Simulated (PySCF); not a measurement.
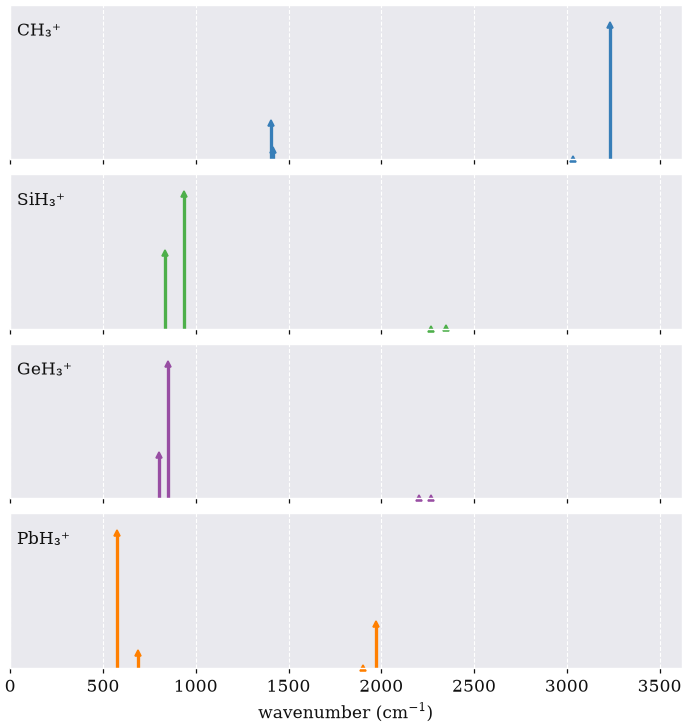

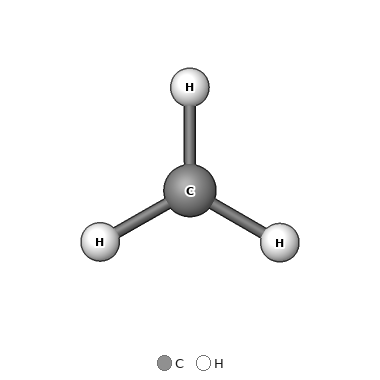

Harmonic infrared lines of CH₃⁺, SiH₃⁺, GeH₃⁺ and PbH₃⁺, all D3h singlets, each the lowest point that its search found (CH₃⁺ is drawn); the central atom changes down one group of the periodic table. PBE0/def2-TZVP (core potentials past Kr), PySCF, unscaled, no spin-orbit coupling; each panel is scaled to its strongest line, degenerate modes are one line with their intensities summed, and dots on the axis are modes too weak to show or inactive.

How do the bond length and the stretches change along the series?

Answer. Mean bond length: CH₃⁺ 1.093, SiH₃⁺ 1.472, GeH₃⁺ 1.522, PbH₃⁺ 1.732 Å, rising down the group. Highest e' mode: CH₃⁺ 3233, SiH₃⁺ 2349, GeH₃⁺ 2267, PbH₃⁺ 1971 cm⁻¹, falling down the group.

Caveats, for all or some of the runs: no scalar relativity; spin-orbit coupling is left out, and with Pb it can shift these values.
